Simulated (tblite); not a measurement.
## Geometry relaxation of CH7Ge2O (part 2 of 4)

The same run, continued: CH7Ge2O, multiplicity 2; IPEA1-xTB, R-SCC, ALPB solvent thf (tblite 0.8.0). The run did not end well. The geometry comes from this level: GFN2-xTB. The run did not end well; see the last part.

Geometry of the input (Å):
```
C  -0.1426  1.6205  0.2276
O  -0.8754  0.5000  0.6524
Ge -0.3100  -1.1729  0.7862
Ge 0.5940  -1.8959  -1.4133
H  0.8542  1.6524  0.6739
H  -0.0421  1.6298  -0.8610
H  -0.6974  2.5085  0.5355
H  -1.6003  -1.7244  1.3742
H  0.7399  -1.1767  1.9257
H  1.7954  -0.8776  -1.5124
H  -0.3157  -1.0638  -2.3887
```

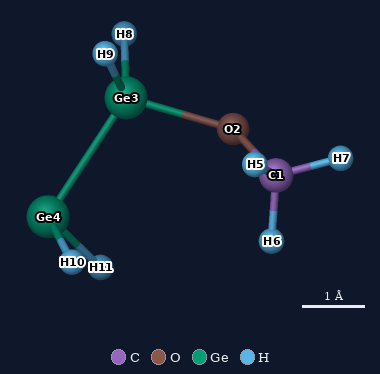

Figure 1. The geometry at step 64 of the log (ball-and-stick view, seen at a tilt; atoms are numbered from 1 in the order of the input).

### Trajectory as extended XYZ, continued
```
11
Properties=species:S:1:pos:R:3:forces:R:3 step=13 energy=-423.77841
C    -0.1408    1.6461    0.2226    0.0083   0.0818  -0.0159
O    -0.9067    0.5227    0.6062   -0.0779   0.0892  -0.1082
Ge   -0.2928   -1.1797    0.7674   -0.0151  -0.0670   0.0154
Ge    0.5578   -1.8370   -1.3323   -0.0533   0.0778   0.1040
H     0.8590    1.6598    0.6766    0.0060   0.0191   0.0179
H    -0.0274    1.6747   -0.8707    0.0505   0.1434  -0.0428
H    -0.6904    2.5378    0.5303    0.0092   0.0866   0.0012
H    -1.5439   -1.7891    1.3457    0.1665  -0.1555  -0.0957
H     0.7362   -1.2308    1.8760    0.0060  -0.1114  -0.1143
H     1.7705   -0.9067   -1.4760   -0.0770  -0.0679   0.1106
H    -0.3215   -1.0979   -2.3458   -0.0232  -0.0962   0.1279
11
Properties=species:S:1:pos:R:3:forces:R:3 step=17 energy=-423.79914
C    -0.1402    1.6574    0.2181   -0.0100   0.0362   0.0041
O    -0.9151    0.5325    0.5907    0.0160   0.0082  -0.0721
Ge   -0.2957   -1.1759    0.7687   -0.0100   0.0863  -0.0093
Ge    0.5521   -1.8359   -1.3196   -0.0052  -0.0791   0.0258
H     0.8574    1.6627    0.6788   -0.0254   0.0226   0.0045
H    -0.0196    1.6971   -0.8748    0.0343   0.1070  -0.0011
H    -0.6876    2.5499    0.5303    0.0215   0.0411   0.0004
H    -1.5275   -1.8176    1.3352    0.0047  -0.1382  -0.0184
H     0.7414   -1.2483    1.8632    0.0383  -0.0489  -0.0270
H     1.7643   -0.9129   -1.4595   -0.0002   0.0006   0.0650
H    -0.3296   -1.1090   -2.3310   -0.0640  -0.0359   0.0281
11
Properties=species:S:1:pos:R:3:forces:R:3 step=21 energy=-423.81033
C    -0.1397    1.6691    0.2150    0.0107   0.0165   0.0001
O    -0.9171    0.5392    0.5713    0.0026   0.0055  -0.0401
Ge   -0.3000   -1.1655    0.7690    0.0164  -0.0335  -0.0215
Ge    0.5492   -1.8475   -1.3119   -0.0132  -0.0164   0.0239
H     0.8539    1.6687    0.6819    0.0081   0.0216   0.0188
H    -0.0105    1.7256   -0.8759    0.0169   0.0559  -0.0029
H    -0.6846    2.5615    0.5320   -0.0156   0.0090   0.0258
H    -1.5166   -1.8500    1.3259    0.0220  -0.0144  -0.0196
H     0.7490   -1.2621    1.8526   -0.0078   0.0116  -0.0244
H     1.7589   -0.9168   -1.4414   -0.0277  -0.0104   0.0210
H    -0.3425   -1.1223   -2.3185   -0.0123  -0.0453   0.0188
11
Properties=species:S:1:pos:R:3:forces:R:3 step=26 energy=-423.81576
C    -0.1363    1.6808    0.2158   -0.0249   0.0153  -0.0129
O    -0.9106    0.5396    0.5444    0.0075  -0.0028  -0.0248
Ge   -0.2992   -1.1656    0.7635    0.0163  -0.0265  -0.0071
Ge    0.5477   -1.8675   -1.3086    0.0017  -0.0102  -0.0027
H     0.8528    1.6804    0.6909    0.0226   0.0027   0.0288
H     0.0007    1.7618   -0.8727    0.0086   0.0238   0.0189
H    -0.6896    2.5646    0.5451   -0.0103  -0.0243   0.0224
H    -1.5090   -1.8653    1.3165   -0.0030   0.0396  -0.0016
H     0.7520   -1.2592    1.8438   -0.0050   0.0248   0.0047
H     1.7462   -0.9210   -1.4285   -0.0157  -0.0030  -0.0182
H    -0.3546   -1.1487   -2.3102    0.0024  -0.0395  -0.0076
11
Properties=species:S:1:pos:R:3:forces:R:3 step=30 energy=-423.81992
C    -0.1337    1.6857    0.2197   -0.0716   0.0380  -0.0056
O    -0.9025    0.5343    0.5225    0.0082   0.0037  -0.0244
Ge   -0.2934   -1.1697    0.7583    0.0032  -0.0005   0.0027
Ge    0.5500   -1.8838   -1.3105    0.0075  -0.0129  -0.0008
H     0.8513    1.6864    0.7020    0.0329  -0.0078   0.0358
H     0.0090    1.7871   -0.8659    0.0107   0.0212   0.0134
H    -0.6984    2.5588    0.5613    0.0169  -0.0369   0.0041
H    -1.5107   -1.8538    1.3138   -0.0005   0.0216   0.0001
H     0.7521   -1.2462    1.8447   -0.0001   0.0093   0.0054
H     1.7361   -0.9225   -1.4332   -0.0026   0.0010  -0.0235
H    -0.3599   -1.1762   -2.3129   -0.0044  -0.0365  -0.0073
11
Properties=species:S:1:pos:R:3:forces:R:3 step=34 energy=-423.82333
C    -0.1324    1.6898    0.2240   -0.0920   0.0612   0.0262
O    -0.8981    0.5305    0.5008    0.0130   0.0028  -0.0194
Ge   -0.2877   -1.1706    0.7546   -0.0073   0.0137   0.0022
Ge    0.5545   -1.8971   -1.3106    0.0082  -0.0147   0.0035
H     0.8481    1.6876    0.7155    0.0294  -0.0069   0.0279
H     0.0174    1.8107   -0.8579    0.0172   0.0204  -0.0050
H    -0.7056    2.5538    0.5770    0.0387  -0.0460  -0.0107
H    -1.5125   -1.8390    1.3127    0.0056  -0.0043  -0.0049
H     0.7519   -1.2349    1.8474   -0.0030   0.0063  -0.0022
H     1.7290   -0.9233   -1.4462    0.0004   0.0017  -0.0173
H    -0.3647   -1.2075   -2.3172   -0.0101  -0.0343  -0.0003
11
Properties=species:S:1:pos:R:3:forces:R:3 step=39 energy=-423.82549
C    -0.1326    1.6939    0.2273   -0.0307   0.0260   0.0109
O    -0.8969    0.5301    0.4869    0.0000   0.0081  -0.0119
Ge   -0.2858   -1.1683    0.7522   -0.0008   0.0026  -0.0047
Ge    0.5586   -1.9053   -1.3088    0.0052  -0.0077   0.0050
H     0.8455    1.6873    0.7250    0.0137  -0.0005   0.0191
H     0.0242    1.8269   -0.8522    0.0112   0.0168   0.0013
H    -0.7082    2.5524    0.5865    0.0130  -0.0130   0.0014
H    -1.5119   -1.8338    1.3107    0.0050  -0.0092  -0.0092
H     0.7509   -1.2281    1.8479   -0.0038   0.0118  -0.0020
H     1.7253   -0.9238   -1.4569   -0.0059  -0.0013  -0.0127
H    -0.3691   -1.2313   -2.3186   -0.0071  -0.0336   0.0029
11
Properties=species:S:1:pos:R:3:forces:R:3 step=43 energy=-423.82554
C    -0.1330    1.6942    0.2275    0.0035   0.0063   0.0043
O    -0.8969    0.5302    0.4867   -0.0036   0.0062  -0.0109
Ge   -0.2858   -1.1682    0.7521   -0.0005   0.0039  -0.0046
Ge    0.5586   -1.9054   -1.3087    0.0053  -0.0082   0.0050
H     0.8456    1.6873    0.7252   -0.0016   0.0012   0.0120
H     0.0244    1.8271   -0.8521    0.0092   0.0171   0.0068
H    -0.7080    2.5522    0.5866   -0.0002   0.0048   0.0089
H    -1.5118   -1.8339    1.3106    0.0046  -0.0088  -0.0092
H     0.7509   -1.2280    1.8479   -0.0037   0.0119  -0.0019
H     1.7253   -0.9238   -1.4570   -0.0056  -0.0010  -0.0128
H    -0.3692   -1.2317   -2.3186   -0.0073  -0.0333   0.0024
11
Properties=species:S:1:pos:R:3:forces:R:3 step=47 energy=-423.82565
C    -0.1329    1.6944    0.2276    0.0031   0.0054   0.0044
O    -0.8970    0.5305    0.4863   -0.0022   0.0046  -0.0107
Ge   -0.2858   -1.1681    0.7520   -0.0008   0.0058  -0.0039
Ge    0.5588   -1.9058   -1.3085    0.0054  -0.0095   0.0046
H     0.8455    1.6873    0.7257   -0.0026   0.0010   0.0115
H     0.0248    1.8278   -0.8519    0.0092   0.0167   0.0075
H    -0.7080    2.5524    0.5869    0.0000   0.0049   0.0089
H    -1.5117   -1.8343    1.3102    0.0040  -0.0080  -0.0089
H     0.7507   -1.2275    1.8479   -0.0036   0.0120  -0.0013
H     1.7250   -0.9238   -1.4576   -0.0048  -0.0002  -0.0132
H    -0.3695   -1.2330   -2.3185   -0.0077  -0.0326   0.0011
11
Properties=species:S:1:pos:R:3:forces:R:3 step=51 energy=-423.82582
C    -0.1327    1.6948    0.2279    0.0006   0.0062   0.0050
O    -0.8972    0.5308    0.4856   -0.0013   0.0039  -0.0108
Ge   -0.2858   -1.1677    0.7517   -0.0003   0.0059  -0.0036
Ge    0.5592   -1.9064   -1.3082    0.0052  -0.0094   0.0043
H     0.8454    1.6874    0.7265   -0.0020   0.0007   0.0117
H     0.0254    1.8289   -0.8514    0.0092   0.0160   0.0073
H    -0.7080    2.5527    0.5875    0.0008   0.0034   0.0085
H    -1.5114   -1.8348    1.3096    0.0036  -0.0066  -0.0088
H     0.7505   -1.2267    1.8478   -0.0035   0.0122  -0.0006
H     1.7247   -0.9238   -1.4584   -0.0048  -0.0001  -0.0134
H    -0.3700   -1.2352   -2.3184   -0.0075  -0.0323   0.0003
11
Properties=species:S:1:pos:R:3:forces:R:3 step=56 energy=-423.82612
C    -0.1326    1.6955    0.2285    0.0004   0.0059   0.0050
O    -0.8974    0.5313    0.4843   -0.0014   0.0036  -0.0108
Ge   -0.2859   -1.1670    0.7513    0.0006   0.0049  -0.0034
Ge    0.5598   -1.9075   -1.3077    0.0049  -0.0086   0.0039
H     0.8452    1.6875    0.7278   -0.0016   0.0004   0.0119
H     0.0264    1.8308   -0.8505    0.0088   0.0150   0.0072
H    -0.7080    2.5531    0.5885    0.0004   0.0025   0.0086
H    -1.5110   -1.8356    1.3086    0.0031  -0.0041  -0.0086
H     0.7501   -1.2253    1.8477   -0.0034   0.0124   0.0004
H     1.7242   -0.9238   -1.4600   -0.0052  -0.0001  -0.0138
H    -0.3709   -1.2390   -2.3184   -0.0067  -0.0318  -0.0004
11
Properties=species:S:1:pos:R:3:forces:R:3 step=60 energy=-423.82642
C    -0.1324    1.6962    0.2291    0.0017   0.0047   0.0047
O    -0.8975    0.5317    0.4829   -0.0012   0.0029  -0.0106
Ge   -0.2858   -1.1664    0.7508    0.0012   0.0047  -0.0031
Ge    0.5604   -1.9086   -1.3072    0.0048  -0.0085   0.0035
H     0.8449    1.6875    0.7293   -0.0024   0.0002   0.0116
H     0.0275    1.8326   -0.8496    0.0086   0.0144   0.0073
H    -0.7079    2.5535    0.5896   -0.0005   0.0025   0.0089
H    -1.5106   -1.8361    1.3075    0.0025  -0.0024  -0.0082
H     0.7496   -1.2237    1.8477   -0.0033   0.0124   0.0012
H     1.7235   -0.9239   -1.4617   -0.0052   0.0002  -0.0141
H    -0.3717   -1.2429   -2.3184   -0.0063  -0.0312  -0.0011
11
Properties=species:S:1:pos:R:3:forces:R:3 step=64 energy=-423.82689
C    -0.1322    1.6972    0.2301    0.0016   0.0042   0.0047
O    -0.8978    0.5323    0.4808   -0.0007   0.0023  -0.0104
Ge   -0.2856   -1.1655    0.7502    0.0017   0.0042  -0.0029
Ge    0.5614   -1.9102   -1.3065    0.0048  -0.0080   0.0031
H     0.8445    1.6876    0.7316   -0.0024  -0.0001   0.0114
H     0.0292    1.8355   -0.8482    0.0084   0.0137   0.0073
H    -0.7080    2.5540    0.5913   -0.0008   0.0017   0.0087
H    -1.5101   -1.8367    1.3059    0.0019  -0.0005  -0.0077
H     0.7490   -1.2213    1.8479   -0.0033   0.0123   0.0019
H     1.7225   -0.9238   -1.4645   -0.0053   0.0005  -0.0143
H    -0.3730   -1.2491   -2.3186   -0.0058  -0.0303  -0.0016
11
Properties=species:S:1:pos:R:3:forces:R:3 step=69 energy=-423.82799
C    -0.1315    1.6994    0.2325    0.0013   0.0037   0.0044
O    -0.8981    0.5335    0.4755    0.0001   0.0016  -0.0103
Ge   -0.2848   -1.1633    0.7487    0.0020   0.0034  -0.0027
Ge    0.5638   -1.9144   -1.3050    0.0048  -0.0073   0.0026
H     0.8433    1.6876    0.7374   -0.0022  -0.0002   0.0110
H     0.0335    1.8425   -0.8445    0.0081   0.0126   0.0069
H    -0.7084    2.5547    0.5957   -0.0013   0.0006   0.0080
H    -1.5091   -1.8370    1.3020    0.0011   0.0016  -0.0066
H     0.7473   -1.2150    1.8489   -0.0033   0.0114   0.0025
H     1.7198   -0.9235   -1.4718   -0.0053   0.0011  -0.0142
H    -0.3760   -1.2646   -2.3194   -0.0052  -0.0286  -0.0016
11
Properties=species:S:1:pos:R:3:forces:R:3 step=73 energy=-423.82964
C    -0.1305    1.7026    0.2364    0.0013   0.0121   0.0008
O    -0.8981    0.5351    0.4666   -0.0016  -0.0032  -0.0089
Ge   -0.2832   -1.1602    0.7464    0.0018   0.0029  -0.0029
Ge    0.5680   -1.9208   -1.3026    0.0046  -0.0063   0.0025
H     0.8414    1.6875    0.7470   -0.0014  -0.0002   0.0105
H     0.0406    1.8536   -0.8386    0.0075   0.0112   0.0091
H    -0.7094    2.5554    0.6027    0.0007  -0.0032   0.0056
H    -1.5080   -1.8360    1.2961    0.0007   0.0019  -0.0058
H     0.7444   -1.2052    1.8508   -0.0032   0.0094   0.0022
H     1.7151   -0.9226   -1.4841   -0.0055   0.0017  -0.0127
H    -0.3806   -1.2896   -2.3207   -0.0049  -0.0262  -0.0004
11
Properties=species:S:1:pos:R:3:forces:R:3 step=77 energy=-423.83065
C    -0.1299    1.7054    0.2386    0.0315  -0.0347   0.0208
O    -0.8979    0.5358    0.4604    0.0033   0.0130  -0.0130
Ge   -0.2820   -1.1582    0.7448    0.0022   0.0022  -0.0008
Ge    0.5709   -1.9250   -1.3011    0.0047  -0.0058   0.0019
H     0.8403    1.6875    0.7536   -0.0201   0.0032  -0.0008
H     0.0456    1.8611   -0.8344    0.0081   0.0138  -0.0068
H    -0.7100    2.5554    0.6072   -0.0171   0.0215   0.0146
H    -1.5074   -1.8350    1.2922    0.0008   0.0015  -0.0058
H     0.7425   -1.1988    1.8522   -0.0031   0.0080   0.0016
H     1.7118   -0.9217   -1.4923   -0.0055   0.0020  -0.0117
H    -0.3837   -1.3064   -2.3212   -0.0048  -0.0247   0.0001
11
Properties=species:S:1:pos:R:3:forces:R:3 step=81 energy=-423.83069
C    -0.1296    1.7050    0.2389   -0.0021   0.0046   0.0026
O    -0.8979    0.5360    0.4602    0.0015   0.0014  -0.0096
Ge   -0.2820   -1.1582    0.7448    0.0015   0.0026  -0.0022
Ge    0.5710   -1.9251   -1.3011    0.0045  -0.0061   0.0024
H     0.8401    1.6875    0.7536   -0.0001   0.0003   0.0104
H     0.0457    1.8613   -0.8344    0.0078   0.0111   0.0061
H    -0.7102    2.5557    0.6073   -0.0005  -0.0011   0.0056
H    -1.5074   -1.8350    1.2922    0.0006   0.0015  -0.0056
H     0.7424   -1.1987    1.8522   -0.0031   0.0082   0.0020
H     1.7117   -0.9217   -1.4925   -0.0054   0.0022  -0.0116
H    -0.3838   -1.3068   -2.3212   -0.0049  -0.0246   0.0000
11
Properties=species:S:1:pos:R:3:forces:R:3 step=86 energy=-423.83078
C    -0.1296    1.7052    0.2391    0.0046   0.0020   0.0042
O    -0.8978    0.5360    0.4596    0.0005   0.0009  -0.0095
Ge   -0.2819   -1.1580    0.7447    0.0017   0.0026  -0.0023
Ge    0.5713   -1.9255   -1.3009    0.0045  -0.0061   0.0024
H     0.8400    1.6876    0.7542   -0.0036   0.0007   0.0085
H     0.0461    1.8620   -0.8341    0.0076   0.0111   0.0053
H    -0.7103    2.5557    0.6077   -0.0025   0.0014   0.0066
H    -1.5074   -1.8349    1.2918    0.0006   0.0015  -0.0056
H     0.7422   -1.1983    1.8524   -0.0030   0.0081   0.0021
H     1.7114   -0.9215   -1.4932   -0.0053   0.0022  -0.0115
H    -0.3841   -1.3082   -2.3212   -0.0050  -0.0244   0.0000
11
Properties=species:S:1:pos:R:3:forces:R:3 step=90 energy=-423.83089
C    -0.1294    1.7055    0.2393   -0.0009   0.0041   0.0028
O    -0.8977    0.5361    0.4589    0.0013   0.0013  -0.0095
Ge   -0.2818   -1.1578    0.7445    0.0016   0.0025  -0.0022
Ge    0.5716   -1.9259   -1.3007    0.0044  -0.0060   0.0023
H     0.8398    1.6876    0.7549   -0.0007   0.0004   0.0100
H     0.0467    1.8628   -0.8337    0.0077   0.0109   0.0059
H    -0.7104    2.5557    0.6082   -0.0008  -0.0006   0.0057
H    -1.5073   -1.8348    1.2914    0.0006   0.0015  -0.0056
H     0.7420   -1.1976    1.8525   -0.0030   0.0081   0.0021
H     1.7110   -0.9214   -1.4941   -0.0054   0.0022  -0.0115
H    -0.3845   -1.3101   -2.3212   -0.0049  -0.0243   0.0000
11
Properties=species:S:1:pos:R:3:forces:R:3 step=94 energy=-423.83104
C    -0.1293    1.7058    0.2397    0.0028   0.0026   0.0037
O    -0.8976    0.5362    0.4579    0.0008   0.0010  -0.0094
Ge   -0.2816   -1.1576    0.7442    0.0017   0.0025  -0.0022
Ge    0.5721   -1.9266   -1.3005    0.0044  -0.0059   0.0023
H     0.8396    1.6877    0.7559   -0.0027   0.0006   0.0088
H     0.0475    1.8640   -0.8330    0.0076   0.0108   0.0054
H    -0.7106    2.5557    0.6088   -0.0019   0.0007   0.0061
H    -1.5073   -1.8347    1.2908    0.0005   0.0015  -0.0056
H     0.7417   -1.1968    1.8527   -0.0030   0.0080   0.0021
H     1.7104   -0.9211   -1.4953   -0.0054   0.0022  -0.0113
H    -0.3850   -1.3127   -2.3212   -0.0049  -0.0241   0.0000
11
Properties=species:S:1:pos:R:3:forces:R:3 step=99 energy=-423.83128
C    -0.1291    1.7064    0.2403    0.0021   0.0030   0.0034
O    -0.8974    0.5364    0.4562    0.0009   0.0009  -0.0092
Ge   -0.2813   -1.1571    0.7439    0.0017   0.0024  -0.0022
Ge    0.5728   -1.9276   -1.3001    0.0043  -0.0058   0.0022
H     0.8393    1.6877    0.7575   -0.0022   0.0006   0.0089
H     0.0489    1.8659   -0.8321    0.0075   0.0105   0.0055
H    -0.7108    2.5558    0.6098   -0.0016   0.0004   0.0058
H    -1.5072   -1.8344    1.2898    0.0005   0.0015  -0.0056
H     0.7412   -1.1954    1.8531   -0.0030   0.0079   0.0022
H     1.7095   -0.9207   -1.4972   -0.0054   0.0023  -0.0111
H    -0.3859   -1.3169   -2.3212   -0.0048  -0.0237   0.0000
11
Properties=species:S:1:pos:R:3:forces:R:3 step=103 energy=-423.83161
C    -0.1287    1.7071    0.2411    0.0019   0.0030   0.0032
O    -0.8972    0.5367    0.4540    0.0010   0.0010  -0.0089
Ge   -0.2809   -1.1565    0.7433    0.0016   0.0024  -0.0021
Ge    0.5739   -1.9290   -1.2995    0.0043  -0.0055   0.0022
H     0.8389    1.6879    0.7597   -0.0021   0.0006   0.0088
H     0.0507    1.8684   -0.8307    0.0074   0.0102   0.0054
H    -0.7112    2.5558    0.6113   -0.0016   0.0003   0.0056
H    -1.5070   -1.8340    1.2884    0.0005   0.0014  -0.0056
H     0.7404   -1.1934    1.8537   -0.0030   0.0077   0.0022
H     1.7082   -0.9202   -1.5000   -0.0053   0.0023  -0.0109
H    -0.3870   -1.3227   -2.3212   -0.0047  -0.0233   0.0001
11
Properties=species:S:1:pos:R:3:forces:R:3 step=107 energy=-423.83221
C    -0.1281    1.7086    0.2425    0.0003   0.0033   0.0028
O    -0.8967    0.5372    0.4498    0.0013   0.0011  -0.0086
Ge   -0.2802   -1.1554    0.7424    0.0015   0.0022  -0.0019
Ge    0.5759   -1.9316   -1.2985    0.0042  -0.0052   0.0021
H     0.8380    1.6881    0.7640   -0.0012   0.0005   0.0089
H     0.0542    1.8732   -0.8282    0.0073   0.0096   0.0053
H    -0.7119    2.5559    0.6138   -0.0011  -0.0002   0.0049
H    -1.5068   -1.8334    1.2858    0.0004   0.0014  -0.0054
H     0.7390   -1.1898    1.8547   -0.0030   0.0073   0.0022
H     1.7057   -0.9191   -1.5051   -0.0054   0.0024  -0.0106
H    -0.3892   -1.3336   -2.3212   -0.0044  -0.0224   0.0003
11
Properties=species:S:1:pos:R:3:forces:R:3 step=111 energy=-423.83313
C    -0.1258    1.7106    0.2454   -0.1054   0.0553  -0.0137
O    -0.8958    0.5381    0.4421    0.0146   0.0052  -0.0078
Ge   -0.2787   -1.1534    0.7407   -0.0003   0.0007  -0.0009
Ge    0.5796   -1.9363   -1.2966    0.0041  -0.0050   0.0015
H     0.8359    1.6887    0.7713    0.0530  -0.0056   0.0376
H     0.0606    1.8819   -0.8236    0.0108   0.0057   0.0103
H    -0.7135    2.5565    0.6186    0.0347  -0.0453  -0.0148
H    -1.5064   -1.8322    1.2810    0.0011   0.0008  -0.0051
H     0.7364   -1.1833    1.8566   -0.0030   0.0063   0.0022
H     1.7009   -0.9169   -1.5146   -0.0054   0.0026  -0.0102
H    -0.3932   -1.3536   -2.3209   -0.0041  -0.0208   0.0009
11
Properties=species:S:1:pos:R:3:forces:R:3 step=116 energy=-423.83319
C    -0.1270    1.7110    0.2451    0.0021   0.0024   0.0028
O    -0.8957    0.5381    0.4425    0.0011   0.0009  -0.0079
Ge   -0.2788   -1.1535    0.7407    0.0015   0.0021  -0.0018
Ge    0.5794   -1.9361   -1.2967    0.0040  -0.0047   0.0020
H     0.8365    1.6886    0.7713   -0.0020   0.0006   0.0079
H     0.0604    1.8814   -0.8238    0.0069   0.0087   0.0049
H    -0.7131    2.5560    0.6181   -0.0016   0.0003   0.0045
H    -1.5064   -1.8322    1.2813    0.0004   0.0013  -0.0051
H     0.7365   -1.1837    1.8565   -0.0029   0.0066   0.0022
H     1.7012   -0.9171   -1.5141   -0.0053   0.0026  -0.0102
H    -0.3930   -1.3526   -2.3209   -0.0042  -0.0209   0.0008
```
